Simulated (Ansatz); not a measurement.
# BNH3Cl (SMILES NBCl): PBE0/aug-cc-pVDZ

What is the vertical electron affinity of BNH3Cl at PBE0/aug-cc-pVDZ? 

The calculation is run with Ansatz 0.2.0.

61 further runs of the same task are left out: 61 set aside as unsound or not needed.

### Step 1. The structure to begin with

The species is BNH3Cl (6 atoms), meant as a singlet with charge 0. SMILES: `NBCl`. Geometry: relaxed at PBE0-D4/def2-TZVP.

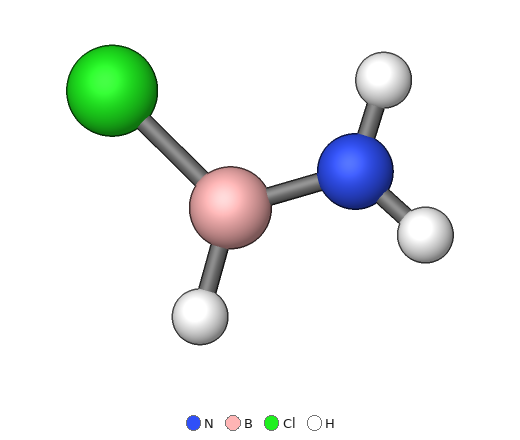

Viewed from a chosen angle; nitrogen blue, boron pink, chlorine green, hydrogen white.

### Step 2. A single-point energy at PBE0/aug-cc-pVDZ

The input, molecule.yaml:

```yaml
basis:
  gaussian: {orbitals: aug-cc-pVDZ}
crystal:
  periodic: [false, false, false]
  atoms:
    - {symbol: "N", position_ang: [-0.395600, -0.007800, -0.658000]}
    - {symbol: B, position_ang: [0.369600, -0.158900, 0.483700]}
    - {symbol: Cl, position_ang: [0.529900, 1.189300, 1.616000]}
    - {symbol: H, position_ang: [-0.511800, -0.749300, -1.326600]}
    - {symbol: H, position_ang: [-0.878600, 0.844500, -0.888200]}
    - {symbol: H, position_ang: [0.928800, -1.181900, 0.727100]}
hamiltonian: {xc: {name: PBE0}}
accuracy: high
output: {orbitals: {seedname: orbitals}}
```

On the command line:

```bash
$ ansatz run molecule.yaml --threads 1 --pin off --max-ram 3480MiB --events-out events.jsonl --progress --plain --runs-dir runs
```

Standard output:

```text
Warning: RAYON_NUM_THREADS=1 ignored (pool sized by the plan → 1); use --threads N
Functional definition: PBE0
  name "PBE0"
  parameter a = 0.25
  parameter kappa = 0.804
  parameter beta = 0.06672455060314922
  exchange = (1 - a)*pbe_x(kappa = kappa, mu = beta*pi^2/3) + a*exact_x
  correlation = pbe_c(beta = beta)
1994 factors; integrals over basis functions are off by at most 3.2e-9 eV
mean field evaluation 1: about -14727.2986 eV, gradient 5.6e1 eV
mean field evaluation 2: about -14719.1940 eV, gradient 7.9e1 eV
mean field evaluation 4: about -14733.8341 eV, gradient 3.0e0 eV
mean field evaluation 8: about -14733.8613 eV, gradient 2.1e-2 eV
mean field evaluation 16: about -14733.8613 eV, gradient 3.4e-7 eV
mean field -14733.86129350 eV, -541.4594155662 hartree, gradient 8.3e-8 eV, S^2 0.000000; 0 other end points of the search recorded, 0 dependent functions left out
reference -14733.86129870 eV, -541.4594157572 hartree; 16, 16 occupied and 84, 84 virtual orbitals, 1994 factors
Total energy: -14733.86129870 eV, -541.4594157572 hartree
```

Wall time 7.2 s (1 thread of Arm Neoverse V1, shared host); peak memory 0.29 GiB.

### Step 3. The doublet anion

The input, input.yaml:

```yaml
crystal:
  periodic: [false, false, false]
  atoms:
    - {symbol: "N", position_ang: [-0.395600, -0.007800, -0.658000]}
    - {symbol: B, position_ang: [0.369600, -0.158900, 0.483700]}
    - {symbol: Cl, position_ang: [0.529900, 1.189300, 1.616000]}
    - {symbol: H, position_ang: [-0.511800, -0.749300, -1.326600]}
    - {symbol: H, position_ang: [-0.878600, 0.844500, -0.888200]}
    - {symbol: H, position_ang: [0.928800, -1.181900, 0.727100]}
basis:
  gaussian:
    orbitals: aug-cc-pVDZ
total_charge: -1
magnetization:
  spin_polarized: true
  initial_magnetization: 1
hamiltonian:
  xc: pbe0
accuracy: high
output: {orbitals: {seedname: orbitals}}
```

On the command line:

```bash
$ ansatz run input.yaml --threads 1 --pin off --max-ram 3480MiB --events-out events.jsonl --progress --plain --runs-dir runs
```

Standard output (excerpt; [...] marks lines left out):

```text
Warning: RAYON_NUM_THREADS=1 ignored (pool sized by the plan → 1); use --threads N
[... 7 set-up lines as earlier in the session ...]
1994 factors; integrals over basis functions are off by at most 3.2e-9 eV
mean field evaluation 1: about -14730.2738 eV, gradient 2.5e1 eV
mean field evaluation 2: about -14725.7053 eV, gradient 4.0e1 eV
mean field evaluation 4: about -14733.2409 eV, gradient 1.9e0 eV
mean field evaluation 8: about -14733.3893 eV, gradient 1.6e-1 eV
mean field evaluation 16: about -14733.3906 eV, gradient 4.8e-3 eV
mean field evaluation 32: about -14733.3906 eV, gradient 2.3e-6 eV
mean field evaluation 64: about -14733.3425 eV, gradient 5.8e-1 eV
mean field -14733.39056053 eV, -541.4421164485 hartree, gradient 4.4e-8 eV, S^2 0.750056; 9 other end points of the search recorded, 0 dependent functions left out
reference -14733.39056285 eV, -541.4421165338 hartree; 17, 16 occupied and 83, 84 virtual orbitals, 1994 factors
Total energy: -14733.39056285 eV, -541.4421165338 hartree
```

Wall time 39 s (1 thread of Arm Neoverse V1, shared host); peak memory 0.53 GiB.

### Step 4. Outcome

Level: PBE0/aug-cc-pVDZ.

```
                                         quantity          value
                     singlet BNH3Cl: total energy  -541.45942 Eh
                      singlet BNH3Cl: HOMO energy       -8.45 eV
                      singlet BNH3Cl: LUMO energy       -0.19 eV
                    singlet BNH3Cl: HOMO–LUMO gap        8.26 eV
                      doublet anion: total energy  -541.44212 Eh
doublet anion: HOMO energy (highest over α and β)        1.48 eV
 doublet anion: LUMO energy (lowest over α and β)        2.59 eV
                              doublet anion: ⟨S²⟩          0.750
vertical electron affinity (to the doublet anion)      -0.471 eV
```

**Reading.** The anion lies 0.47 eV (10.9 kcal/mol) above the neutral: the electron isn't bound at this level, and such a value depends on the basis. The HOMO (doublet anion) lies at positive energy, 1.48 eV; only total energies tell whether the electron is bound.
